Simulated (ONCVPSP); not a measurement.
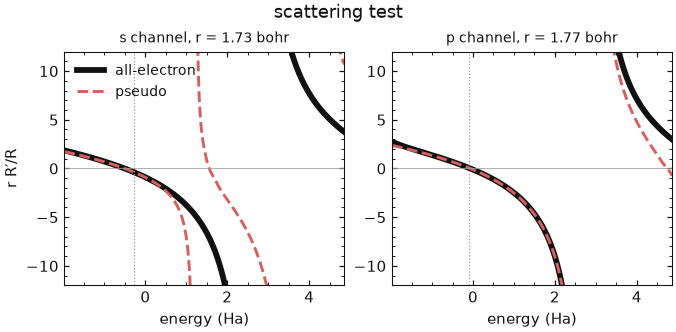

*Logarithmic derivatives r R′/R at the test radius against energy, all-electron atom (solid) and pseudo-atom (dashed). Here R(r) is the radial function. The dotted line marks the reference energy of the channel. Not drawn: d: not judged; f: not judged.*

- Zeros of the logarithmic derivative: s: all-electron -0.5 Ha, pseudo -0.5 and 1.6 Ha; p: all-electron -0.1 Ha, pseudo -0.1 and 4.7 Ha.
- Poles, where the radial function vanishes at the test radius: s: all-electron at 2.7 Ha, pseudo at 1.2 and 3.8 Ha; p: all-electron at 2.8 Ha, pseudo at 2.8 Ha.

## Pseudopotential generation for Al

- system: aluminium (Al, Z = 13), core [Ne], reference valence 3s2 3p1, valence charge 3.
- method: ONCV potential, PBEsol, scalar-relativistic, made with ONCVPSP 4.0.1

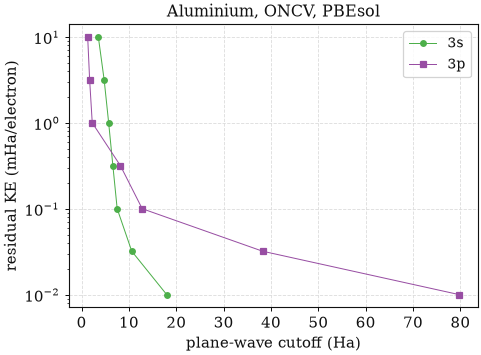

*Residual kinetic energy of the pseudo-waves (the first of each channel, and further valence shells) beyond the plane-wave cutoff, as the generator prints it.*

- Cutoffs for the occupied states: 5.7 Ha for 1 mHa and 13 Ha for 0.1 mHa per electron. The first is set by 3s.
- Hardest wave at 1 mHa per electron: 3s, with rc = 1.70 bohr and qcut = 3.9 1/bohr. The optimisation minimises, but can't always remove, the kinetic energy above qcut²/2 = 7.6 Ha, and a larger rc would as a rule soften the wave at some cost in transferability.
- Cutoffs for 1 mHa per electron: 3s: 5.7 Ha; 3p: 2.2 Ha.

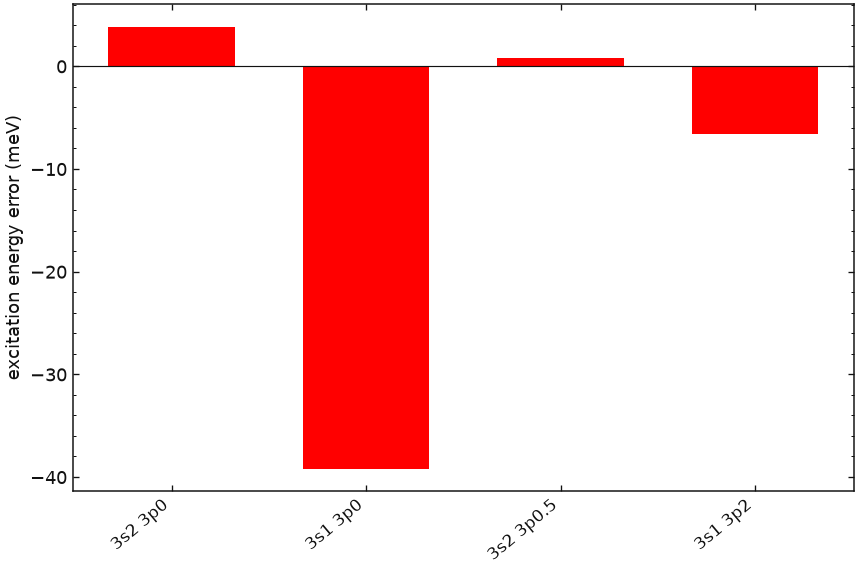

*Errors, all-electron minus pseudo, of the energies of valence configurations relative to the unpolarised reference 3s2 3p1.*

- Worst configuration: 3s1 3p0 (charge +2): the error is -39 meV on an all-electron energy of +24.91 eV relative to the reference, or 0.16 %.
- Configurations within 10 meV and within 50 meV: 3 and 4 of 4.
- Errors in meV: 3s2 3p0: +3.9; 3s1 3p0: -39; 3s2 3p0.5: +0.8; 3s1 3p2: -6.6.

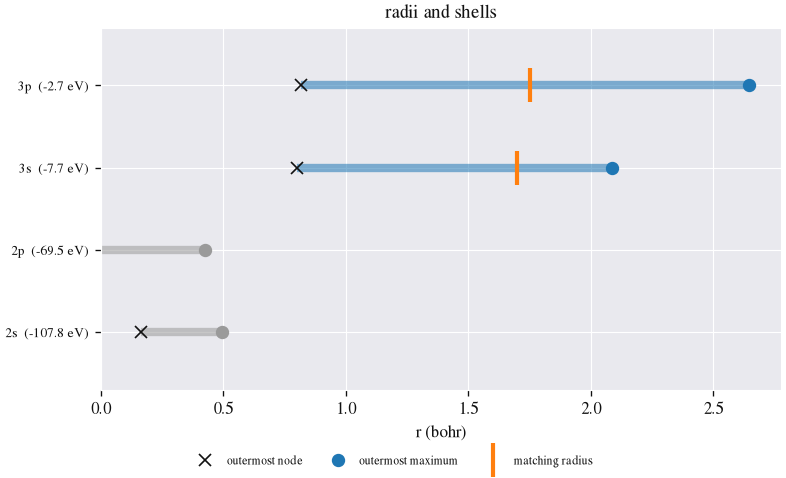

*Outer shells of the all-electron reference atom: each bar runs from the outermost node (or the nucleus) to the outermost maximum of u(r); the tick is the radius chosen for the pseudo-wave. Shells without a tick have no pseudo-wave of their own. Levels, nodes and maxima are from ld1.x, scalar-relativistic.*

- Radii against the shells: 3s: 1.70 bohr, between node and maximum; 3p: 1.75 bohr, between node and maximum.

Input and output of the run follow.

The input:
```
# ATOM AND REFERENCE CONFIGURATION
# atsym  z   nc   nv     iexc    psfile
  Al 13.00    3    2  -116133      upf
#
#   n    l    f
    1    0    2.00
    2    0    2.00
    2    1    6.00
    3    0    2.00
    3    1    1.00
#
# PSEUDOPOTENTIAL AND OPTIMIZATION
# lmax
    1
#
#   l,   rc,      ep,       ncon, nbas, qcut
    0    1.70    0.00    3    6    3.90
    1    1.75    0.00    4    9    5.20
#
# LOCAL POTENTIAL
# lloc, lpopt,  rc(5),   dvloc0
    4    5    1.25    1.00
#
# VANDERBILT-KLEINMAN-BYLANDER PROJECTORs
# l, nproj, debl
    0    1    2.00
    1    2    2.40
#
# MODEL CORE CHARGE
# icmod, fcfact, rcfact
    3    4.00    1.55
#
# LOG DERIVATIVE ANALYSIS
# epsh1, epsh2, depsh
   -2.00    5.00    0.02
#
# OUTPUT GRID
# rlmax, drl
    6.00    0.01
#
# TEST CONFIGURATIONS
# ncnf
    4
# nvcnf
#   n    l    f
    2
    3    0    2.00
    3    1    0.00
#
    2
    3    0    1.00
    3    1    0.00
#
    2
    3    0    2.00
    3    1    0.50
#
    2
    3    0    1.00
    3    1    2.00
#
```

Command:
```bash
oncvpsp.x < Al.dat > Al.out
```

The program's output (extracts):
```
ONCVPSP  (Optimized Norm-Conservinng Vanderbilt PSeudopotential)
scalar-relativistic version 4.0.1

#   n    l    f        energy (Ha)
    1    0    2.00    -5.5411865E+01
    2    0    2.00    -3.9633103E+00
    2    1    6.00    -2.5555277E+00
    3    0    2.00    -2.8352285E-01
    3    1    1.00    -9.8840271E-02

Reference configufation results
  iterations    25
  all-electron total energy (Ha)   -2.42196117D+02

Begin loop to  construct optimized pseudo wave functions
and semi-local pseudopoentials for all angular momenta

Calculating optimized projector #   1

 for l=   0

    Fraction of norm inside rc  0.195963
    Optimizing pswf for qcut=   3.90 a_B^-1,  ecut=   7.59 Ha
    Residual kinetic energy error=  8.57D-05 Ha

    Energy error per electron        Cutoff
         Ha          eV             Ha
         0.01000     0.27211        3.53
         0.00100     0.02721        5.71
         0.00010     0.00272        7.50
         0.00001     0.00027       17.97

   Wellstate for l =  1  n =  5
     eigenvalue =   2.3012
     asymptotic potential =   2.8012
     half-point radius =  3.8999

Calculating optimized projector #   1

 for l=   1

    Fraction of norm inside rc  0.094137
    Optimizing pswf for qcut=   5.19 a_B^-1,  ecut=  13.48 Ha
    Residual kinetic energy error=  8.12D-05 Ha

    Energy error per electron        Cutoff
         Ha          eV             Ha
         0.01000     0.27211        1.28
         0.00100     0.02721        2.24
         0.00010     0.00272       12.79
         0.00001     0.00027       79.73

Calculating optimized projector #   2

 for l=   1

    Fraction of norm inside rc  0.138332
    Optimizing pswf for qcut=   5.19 a_B^-1,  ecut=  13.48 Ha
    Residual kinetic energy error=  1.71D-02 Ha

    Energy error per electron        Cutoff
         Ha          eV             Ha
         0.01000     0.27211       17.66
         0.00100     0.02721      104.66
         0.00010     0.00272      119.70
         0.00001     0.00027      171.43

Construct Vanderbilt / Kleinmman-Bylander projectors

B matrix Hermiticity error, ll=   1
   1   2   -5.8436E-05

  Orthonormal projector coefficients  1.0326E+01  1.0467E+00

Model core correction analysis
  based on d2Exc/dn_idn_j

d2excae - all-electron derivatives

   -3.746766D-02   -2.794587D-02
   -2.794506D-02   -2.897847D-02

d2excps - pseudofunction derivatives with no core correction

   -4.021925D-02   -2.907963D-02
   -2.908080D-02   -2.934502D-02

rms 2nd derivative error    1.603193E-03

rmatch, rhocmatch    1.4031    0.3470

Teter function model core charge with specified parameters

d2excps - pseudofunction derivatives with core correction

   -3.401567D-02   -2.640380D-02
   -2.640158D-02   -2.834973D-02

rms 2nd derivative error    2.065905E-03

Pseudoatom total energy   -1.962656

Diagnostic tests using Vanderbilt-Kleinman-Bylander pseudopotentials
  1 or more projectors used as specified by nproj input data

   l    rcore       rmatch      e in        delta e   norm test  slope test

   0   1.7092837   1.7611813  -0.2835229  -0.0000069   0.9999898   1.0000629

   1   1.7506772   1.8038316  -0.0988403   0.0000015   1.0000166   1.0000135
   1   1.7506772   1.8038316   2.3011597   0.0000023   1.0001593   1.0001593

 Testing for bound ghosts
   n   l    E NL Schr. Eq   E Basis Diag.   E Cutoff

   1   0       -0.283530       -0.263762     25.58

   2   1       -0.098839       -0.046809    127.95

 Testing for highly-localized positive-energy ghosts
       l    <radius>/rc     E Basis Diag.   E Cutoff

       0        0.934016        1.280690     25.58  WARNING - GHOST(+)

Test configuration 0

   n   l     f        eae           eps        diff
   1   0  2.0000  -55.41186529
   2   0  2.0000   -3.96331035
   2   1  6.0000   -2.55552771
   3   0  2.0000   -0.28352285   -0.28352973   -6.88D-06
   3   1  1.0000   -0.09884027   -0.09883878    1.49D-06

    Total energies and differences
      AE_ref= -2.42196117D+02  AE_tst= -2.42196117D+02  dif=  0.00D+00
      PS_ref= -1.96265632D+00  PS_tst= -1.96265632D+00  dif=  8.88D-16
      PSP excitation error= -8.88D-16

Test configuration 1

   n   l     f        eae           eps        diff
   1   0  2.0000  -55.72368339
   2   0  2.0000   -4.26961474
   2   1  6.0000   -2.86222184
   3   0  2.0000   -0.54295255   -0.54287354    7.90D-05

    Total energies and differences
      AE_ref= -2.42196117D+02  AE_tst= -2.41985320D+02  dif=  2.11D-01
      PS_ref= -1.96265632D+00  PS_tst= -1.75200089D+00  dif=  2.11D-01
      PSP excitation error=  1.42D-04

Test configuration 2

   n   l     f        eae           eps        diff
   1   0  2.0000  -56.18811980
   2   0  2.0000   -4.72014152
   2   1  6.0000   -3.31272871
   3   0  1.0000   -0.86914416   -0.87368002   -4.54D-03

    Total energies and differences
      AE_ref= -2.42196117D+02  AE_tst= -2.41280807D+02  dif=  9.15D-01
      PS_ref= -1.96265632D+00  PS_tst= -1.04590852D+00  dif=  9.17D-01
      PSP excitation error= -1.44D-03

Test configuration 3

   n   l     f        eae           eps        diff
   1   0  2.0000  -55.55473563
   2   0  2.0000   -4.10429353
   2   1  6.0000   -2.69666388
   3   0  2.0000   -0.40633757   -0.40625637    8.12D-05
   3   1  0.5000   -0.20858053   -0.20843441    1.46D-04

    Total energies and differences
      AE_ref= -2.42196117D+02  AE_tst= -2.42119915D+02  dif=  7.62D-02
      PS_ref= -1.96265632D+00  PS_tst= -1.88648351D+00  dif=  7.62D-02
      PSP excitation error=  2.98D-05

Test configuration 4

   n   l     f        eae           eps        diff
   1   0  2.0000  -55.48069377
   2   0  2.0000   -4.03044395
   2   1  6.0000   -2.62216816
   3   0  1.0000   -0.31350631   -0.31409598   -5.90D-04
   3   1  2.0000   -0.12214387   -0.12225402   -1.10D-04

    Total energies and differences
      AE_ref= -2.42196117D+02  AE_tst= -2.42007998D+02  dif=  1.88D-01
      PS_ref= -1.96265632D+00  PS_tst= -1.77429579D+00  dif=  1.88D-01
      PSP excitation error= -2.42D-04
```

Key numbers:

- outcome: generated, with a spurious state above the valence levels
- cutoffs needed: 5.7 Ha and 13 Ha (the cutoffs at which the residual kinetic energy of the hardest occupied pseudo-wave falls to 1 and 0.1 mHa per electron)
- ghost test: no bound ghost flagged; GHOST(+) flagged for s at 34.8 eV
- largest excitation error: -39 meV (all-electron minus pseudo) for 3s1 3p0, out of 4 test configurations
- rms error of d²Exc/dni dnj: 1.60 mHa without and 2.07 mHa with the model core
- clearest signs, in the scattering phases, of states that the all-electron atom lacks: s near 1.3 Ha
- range over which the phases arctan(r R′/R) at the test radius agree within 0.05 rad (a looser test near the poles than one of phase shifts): s: up to about 0.6 Ha; p: between about -2.0 and 3.9 Ha; d: not judged, local potential alone; f: not judged, local potential alone
- hardware: 1 CPU thread, shared host
- wall time: 2.5 s

Remarks:

The scattering phases show an s state near 1.3 Ha, 1.6 Ha above the channel's reference energy, that the all-electron atom lacks; it spoils states at that energy.
